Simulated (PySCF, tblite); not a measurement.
# 3-chloro-1,1,1,2,2-pentafluoropropane (C3H2ClF5): a rotation path, then NMR shifts on frames

How do NMR shifts of 3-chloro-1,1,1,2,2-pentafluoropropane (C3H2ClF5) (`FC(F)(F)C(F)(F)CCl`) change as the atoms move?

Programs: tblite 0.8.0 and PySCF 2.14.0, with density-fitted response routines of our own. Each step states its level of theory. These are calculated values for one molecule in the gas phase, unless marked as measured. Atoms are numbered from 0 throughout.

### Step 1. The molecule as given

11 atoms, charge 0, multiplicity 1; geometry from: GFN2-xTB.

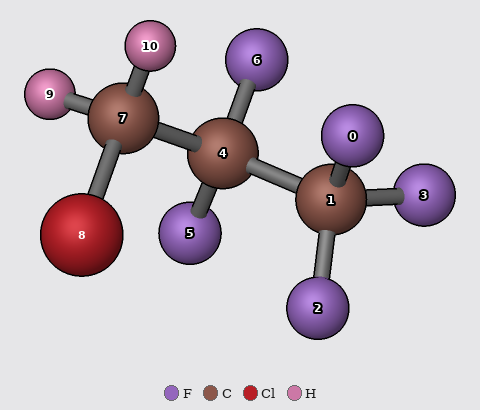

As it starts; fluorine purple, carbon brown, chlorine red, hydrogen pink, atoms numbered.

### Step 2. The rotation path with GFN2-xTB

The job: settings as JSON, then the geometry in Å.

```
{"job": {"kind": "neb", "xc": "GFN2-xTB", "basis": "xTB", "atoms": [0, 1, 4, 7], "turn": 120}, "charge": 0, "multiplicity": 1}
F      1.350306    -1.284066     0.457693
C      1.283450    -0.069040    -0.094393
F      1.510162    -0.200935    -1.395852
F      2.270942     0.658555     0.417174
C     -0.100221     0.585875     0.193953
F     -0.234049     1.663143    -0.606423
F     -0.061202     1.065731     1.463304
C     -1.285875    -0.363760     0.064192
Cl    -1.321120    -1.115146    -1.547488
H     -2.203833     0.209811     0.203398
H     -1.203136    -1.147498     0.818479
```

Method: GFN2-xTB climbing-image nudged elastic band, gas phase.

The run is started by

```sh
> OMP_NUM_THREADS=1 python probes_run.py task.json out
```

One launch serves the whole session: the jobs run in the order shown.

The program printed:

```text
image   E - E0 / eV
  0      -0.0000
  1       0.0142
  2       0.0491
  3       0.0786
  4       0.0851
  5       0.0679
  6       0.0378
  7       0.0112
  8       0.0000
```

Wall time 8.2 s (1 thread of Intel Xeon at 2.50GHz, shared host); peak memory 0.18 GiB.

The final band, with the dihedral F0–C1–C4–C7:

```
image  dihedral (°)  energy (eV)  energy (kcal/mol)
    0           -42        0.000                0.0
    1           -27        0.014                0.3
    2           -12        0.049                1.1
    3             3        0.079                1.8
    4            19        0.085                2.0
    5            35        0.068                1.6
    6            50        0.038                0.9
    7            65        0.011                0.3
    8            79        0.000                0.0
```

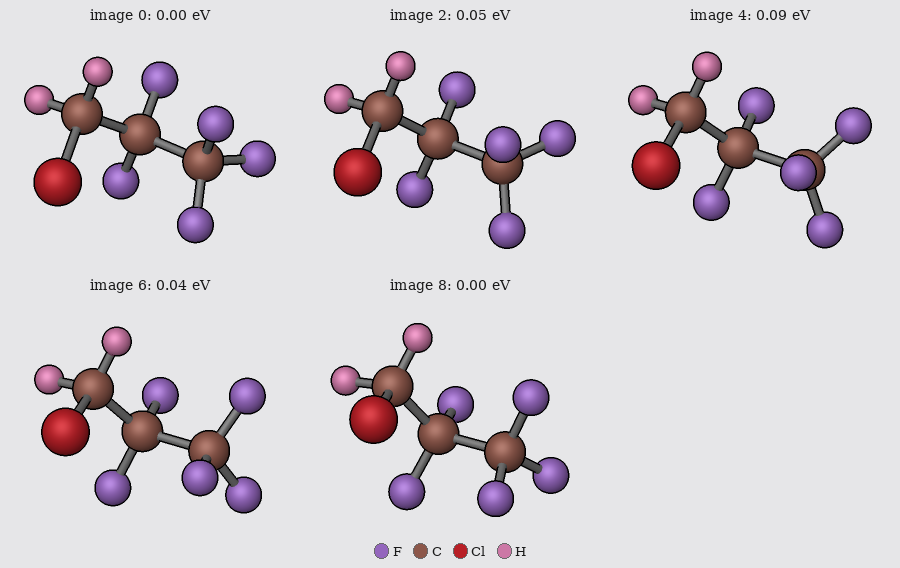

Images along the band.

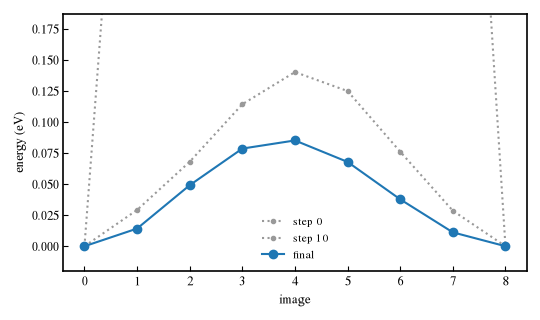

Energy along the band, early and final.

### Step 3. Shielding tensors: image 0, PBE0/pcSseg-1

The job: settings as JSON, then the geometry in Å.

```
{"job": {"kind": "nmr", "xc": "PBE0", "basis": "pcSseg-1", "pop": false}, "charge": 0, "multiplicity": 1}
F      1.350300    -1.284100     0.457700
C      1.283400    -0.069000    -0.094400
F      1.510200    -0.200900    -1.395900
F      2.270900     0.658600     0.417200
C     -0.100200     0.585900     0.194000
F     -0.234000     1.663100    -0.606400
F     -0.061200     1.065700     1.463300
C     -1.285900    -0.363800     0.064200
Cl    -1.321100    -1.115100    -1.547500
H     -2.203800     0.209800     0.203400
H     -1.203100    -1.147500     0.818500
```

Level: GIAO PBE0/pcSseg-1 NMR shielding, non-relativistic, gas phase.

The program printed:

```text
coarse grid: 11552 points
cycle   1  E = -1073.8229638321  dE =  1.481e+00  |g| = 1.126e+00  |ddm| = 2.914e+00
cycle   2  E = -1073.5178629032  dE =  3.051e-01  |g| = 1.834e+00  |ddm| = 1.542e+00
cycle   3  E = -1074.0366463304  dE = -5.188e-01  |g| = 6.153e-02  |ddm| = 9.669e-01
cycle   4  E = -1074.0370472511  dE = -4.009e-04  |g| = 4.340e-02  |ddm| = 7.420e-02
cycle   5  E = -1074.0373547830  dE = -3.075e-04  |g| = 1.111e-02  |ddm| = 3.157e-02
cycle   6  E = -1074.0373732342  dE = -1.845e-05  |g| = 2.123e-03  |ddm| = 8.526e-03
cycle   7  E = -1074.0373739062  dE = -6.719e-07  |g| = 4.980e-04  |ddm| = 2.029e-03
final grid: 114136 points
cycle   8  E = -1074.1216020927  dE = -5.684e-05  |g| = 7.334e-03  |ddm| = 2.187e-02
cycle   9  E = -1074.1215931720  dE =  8.921e-06  |g| = 1.042e-02  |ddm| = 1.055e-02
cycle  10  E = -1074.1216117797  dE = -1.861e-05  |g| = 8.323e-04  |ddm| = 6.030e-03
cycle  11  E = -1074.1216118727  dE = -9.303e-08  |g| = 1.880e-04  |ddm| = 8.584e-04
cycle  12  E = -1074.1216118778  dE = -5.160e-09  |g| = 7.964e-05  |ddm| = 1.725e-04
cycle  13  E = -1074.1216118788  dE = -9.668e-10  |g| = 1.675e-05  |ddm| = 5.401e-05
converged SCF energy = -1074.1216118788

GIAO shielding tensors (ppm)
atom      isotropic    diamagn.    paramagn.     s11        s22        s33       span
  0 F      268.085     472.997    -204.912    190.968    262.791    350.496    159.529
  1 C       58.728     240.930    -182.202     49.186     60.338     66.660     17.474
  2 F      254.167     471.321    -217.155    180.013    257.381    325.106    145.093
  3 F      270.023     469.629    -199.606    195.036    267.178    347.856    152.819
  4 C       65.268     240.629    -175.361     49.835     70.614     75.354     25.519
  5 F      308.940     471.881    -162.941    220.633    341.566    364.623    143.991
  6 F      301.350     471.947    -170.596    210.174    340.823    353.055    142.880
  7 C      137.890     248.362    -110.472    117.300    136.453    159.916     42.616
  8 Cl     885.217    1145.643    -260.426    755.230    819.145   1081.277    326.047
  9 H       27.687      27.489       0.198     22.062     27.150     33.850     11.788
 10 H       27.683      28.429      -0.746     23.336     26.705     33.008      9.672
```

It took 67 s on 1 thread of Intel Xeon at 2.50GHz, shared host; peak memory 0.74 GiB.

Shifts follow as δ = σ(reference) − σ, with reference shieldings (ppm) from runs at the same level and on the same kind of geometry: 1H TMS 31.72, 13C TMS 186.9, 19F CFCl3 170.9, 35Cl HCl 950. The references are single molecules in the gas phase, so shifts against H2O, NH3, PH3, H3PO4 or CFCl3 are not on the usual liquid scales and can be off by tens of ppm. Each atom is listed at this fixed geometry, with no averaging over motion; a spectrum would average atoms that exchange fast.

```
atoms                                 environment  σ (ppm)  δ (ppm)
   C1                                  CF3 carbon     58.7    128.2
   C4  fully substituted sp3 carbon bonded to 2 F     65.3    121.7
   C7                        sp3 CH2 bonded to Cl    137.9     49.0
  H10         hydrogen on an sp3 CH2 bonded to Cl    27.68     4.03
   H9         hydrogen on an sp3 CH2 bonded to Cl    27.69     4.03
   F2                     fluorine of a CF3 group    254.2    -83.2
   F0                     fluorine of a CF3 group    268.1    -97.1
   F3                     fluorine of a CF3 group    270.0    -99.1
   F6                     fluorine of a CF2 group    301.4   -130.4
   F5                     fluorine of a CF2 group    308.9   -138.0
  Cl8                        chlorine bonded to C      885       65
```

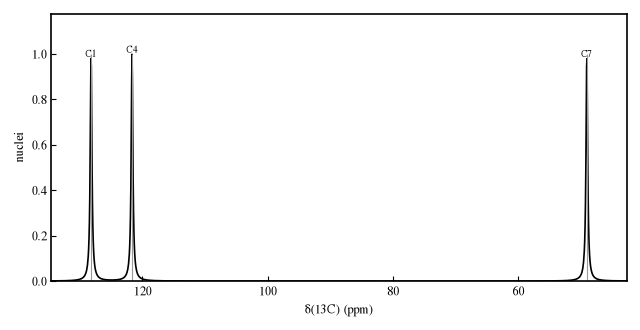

13C lines at the computed shifts, without couplings. Lines are broadened to a width of 0.32 ppm (Lorentzian).

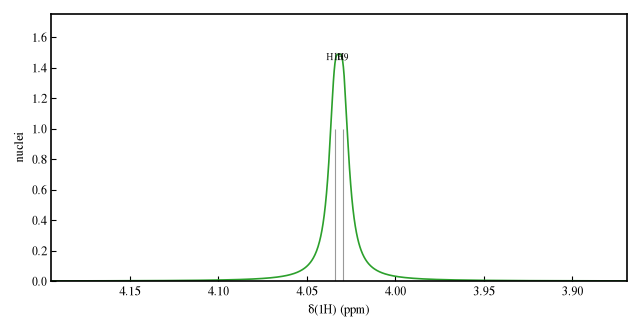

1H lines at the computed shifts, without couplings. Lines are broadened to a width of 0.01 ppm (Lorentzian).

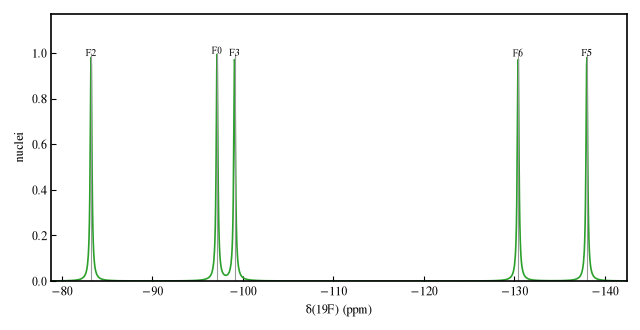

19F lines at the computed shifts, without couplings. Lines are broadened to a width of 0.22 ppm (Lorentzian).

Orbitals, density, ELF and potential are computed afterwards from the orbital file.

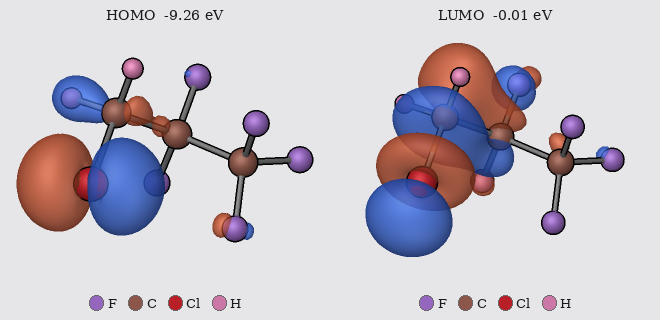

Frontier orbitals at PBE0/pcSseg-1; each surface holds 70 % of the orbital's density, blue and red mark the sign.

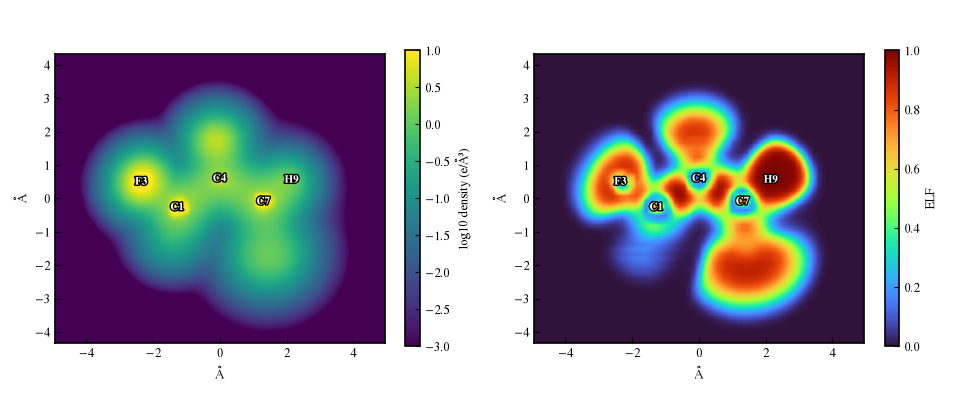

Density (left) and ELF (right) in a plane through or near 5 of the atoms.

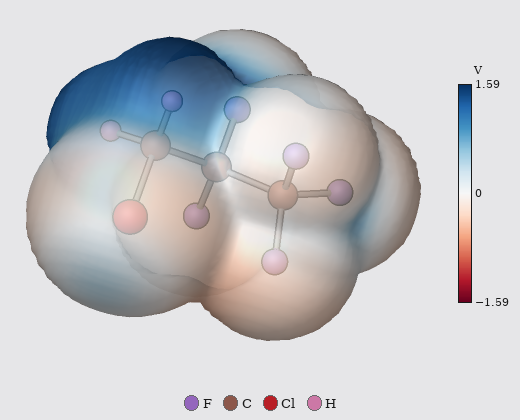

The potential that a unit positive charge feels on the 0.002 e/bohr³ surface, from -0.45 V near F2 to 1.59 V near H9.

### Step 4. Nuclear shieldings: image 2, PBE0/pcSseg-1

The job: settings as JSON, then the geometry in Å.

```
{"job": {"kind": "nmr", "xc": "PBE0", "basis": "pcSseg-1", "pop": false}, "charge": 0, "multiplicity": 1}
F      1.242500    -1.393600    -0.009600
C      1.292000    -0.065400    -0.120300
F      1.758400     0.224600    -1.328000
F      2.175700     0.363000     0.776500
C     -0.106500     0.595200     0.125400
F     -0.285800     1.556700    -0.803900
F     -0.050300     1.240100     1.316900
C     -1.283800    -0.371900     0.148900
Cl    -1.360400    -1.297300    -1.367400
H     -2.201100     0.212100     0.247700
H     -1.175200    -1.060900     0.987700
```

Level: GIAO PBE0/pcSseg-1 NMR shielding, non-relativistic, gas phase.

The program printed:

```text
coarse grid: 11552 points
cycle   1  E = -1073.8177785843  dE =  1.490e+00  |g| = 1.131e+00  |ddm| = 2.923e+00
cycle   2  E = -1073.5052533331  dE =  3.125e-01  |g| = 1.851e+00  |ddm| = 1.555e+00
cycle   3  E = -1074.0338445637  dE = -5.286e-01  |g| = 6.155e-02  |ddm| = 9.752e-01
cycle   4  E = -1074.0342411338  dE = -3.966e-04  |g| = 4.406e-02  |ddm| = 7.481e-02
cycle   5  E = -1074.0345558522  dE = -3.147e-04  |g| = 1.101e-02  |ddm| = 3.196e-02
cycle   6  E = -1074.0345738720  dE = -1.802e-05  |g| = 2.124e-03  |ddm| = 8.559e-03
cycle   7  E = -1074.0345745474  dE = -6.753e-07  |g| = 4.910e-04  |ddm| = 2.053e-03
final grid: 114136 points
cycle   8  E = -1074.1181664453  dE = -5.715e-05  |g| = 7.039e-03  |ddm| = 2.359e-02
cycle   9  E = -1074.1181584358  dE =  8.009e-06  |g| = 9.899e-03  |ddm| = 1.023e-02
cycle  10  E = -1074.1181755326  dE = -1.710e-05  |g| = 8.507e-04  |ddm| = 5.853e-03
cycle  11  E = -1074.1181756276  dE = -9.503e-08  |g| = 1.842e-04  |ddm| = 8.093e-04
cycle  12  E = -1074.1181756325  dE = -4.851e-09  |g| = 7.917e-05  |ddm| = 1.619e-04
cycle  13  E = -1074.1181756335  dE = -1.043e-09  |g| = 1.660e-05  |ddm| = 5.840e-05
cycle  14  E = -1074.1181756336  dE = -4.775e-11  |g| = 4.249e-06  |ddm| = 1.605e-05
converged SCF energy = -1074.1181756336

GIAO shielding tensors (ppm)
atom      isotropic    diamagn.    paramagn.     s11        s22        s33       span
  0 F      258.646     473.071    -214.425    186.759    253.465    335.715    148.956
  1 C       58.345     240.643    -182.298     48.471     61.730     64.834     16.363
  2 F      256.303     470.100    -213.798    179.149    264.590    325.169    146.019
  3 F      262.417     469.725    -207.307    189.400    263.845    334.007    144.607
  4 C       64.458     241.009    -176.551     50.045     68.924     74.405     24.360
  5 F      299.320     471.746    -172.426    214.548    321.566    361.845    147.297
  6 F      291.323     471.684    -180.360    208.395    328.200    337.374    128.979
  7 C      136.837     248.607    -111.770    116.732    135.099    158.679     41.946
  8 Cl     880.697    1145.652    -264.955    754.132    800.843   1087.116    332.984
  9 H       27.665      27.535       0.129     22.112     27.106     33.776     11.664
 10 H       27.838      28.503      -0.665     23.366     26.911     33.237      9.870
```

Wall time 56 s (1 thread of Intel Xeon at 2.50GHz, shared host); peak memory 0.81 GiB.

In short: δ C1 128.6, C4 122.5, C7 50.1, F2 -85.4, H9 4.05, H10 3.88 ppm.

(Part 1 of 2 ends here.)
